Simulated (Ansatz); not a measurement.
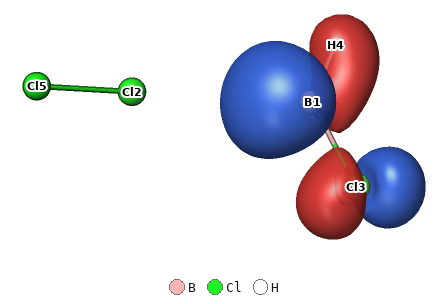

Figure 1: BClH···Cl₂ (doublet). The HOMO (α) at ±0.15 Å⁻³ᐟ² (blue and red are the two phases), seen at a tilt.

Method: UHF/def2-SVP in Ansatz.

```xyz
5

B     0.0610    0.0000   -0.6521
Cl   -0.0123    0.0000    3.1778
Cl    1.5817    0.0000   -1.4840
H    -0.9957    0.0000   -1.2055
Cl   -0.0544    0.0000    5.1988
```

### Where does this orbital lie, and at what energy?

By Hirshfeld shares it lies mainly on B1 (about 60 %), Cl3 (about 25 %) and H4 (about 10 %); it is symmetric in the molecular plane (an in-plane orbital: σ, lone-pair or in-plane π type). Its energy is −9.65 eV.
